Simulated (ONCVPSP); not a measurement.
```yaml
element: nitrogen (N)
generator: ONCVPSP 4.0.1
type: optimised norm-conserving Vanderbilt (ONCV)
functional: PBEsol
relativity: scalar-relativistic
frozen_core: [He]
valence_charge: 5
reference_configuration: 2s2 2p3
partial_waves: 2s: rc 1.00 bohr, ncon 4, nbas 8, qcut 5.1 1/bohr, 2 projectors, debl 3 Ha; 2p: rc 2.00 bohr, ncon 3, nbas 6, qcut 7.4 1/bohr, 3 projectors, debl 0.7 Ha; d scattering state at 0.25 Ha: rc 1.50 bohr, ncon 4, nbas 7, qcut 7.2 1/bohr, 1 projector
local_potential: polynomial inside 0.85 bohr (lpopt 5, dvloc0 6 Ha)
core_correction: polynomial model core, fcfact 0.7
```

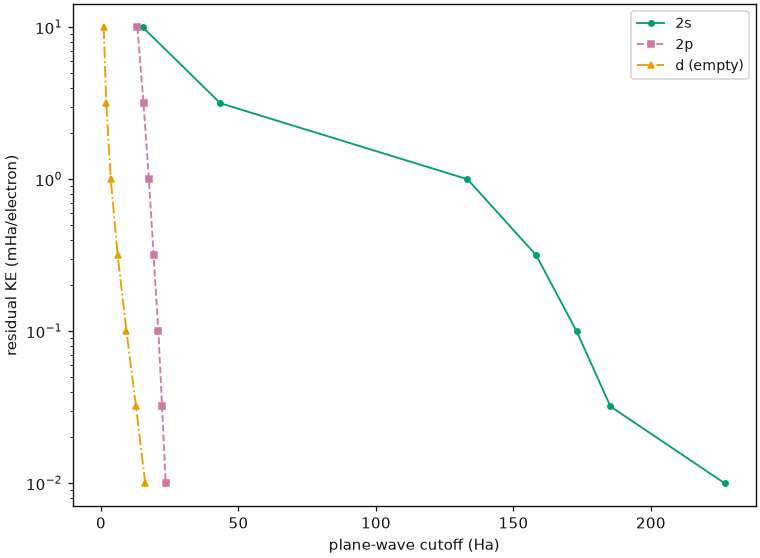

Residual kinetic energy of the pseudo-waves (the first of each channel, and further valence shells) beyond the plane-wave cutoff, as the generator prints it.

**Which wave is the hardest at 1 mHa per electron, and which settings govern it?**

2s, with rc = 1.00 bohr and qcut = 5.1 1/bohr. The optimisation minimises, but can't always remove, the kinetic energy above qcut²/2 = 13.0 Ha, and a larger rc would as a rule soften the wave at some cost in transferability.

**Which cutoffs does the potential need for its occupied states?**

133 Ha for 1 mHa and 173 Ha for 0.1 mHa per electron. The first is set by 2s.

**Read the cutoffs for an error of 1 mHa per electron.**

2s: 133 Ha; 2p: 17 Ha; d (empty): 3.6 Ha.
